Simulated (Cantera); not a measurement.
Input: 1 mol BN, 6.6 mol H2O, 1.1 mol N2, at 0.0133 bar.

Cantera equilibrium calculation (NASA polynomials, part measured and part estimated; ideal gas, pure solids and liquids). Candidate condensed phases: B, BN, B2O3, B3O3H3, H2O; 39 gas species. Gases not in the tables: H3BO3. Equilibrium is a limit: real reactors are often held back by kinetics, nucleation or transport.

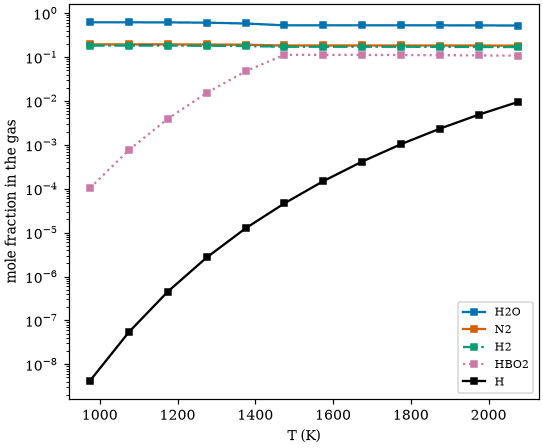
*Equilibrium gas composition (values under 1e-9 drawn at 1e-9)*

From 975 K to 1375 K the condensed part is B2O3(l). From 1475 K to 2075 K nothing is condensed.
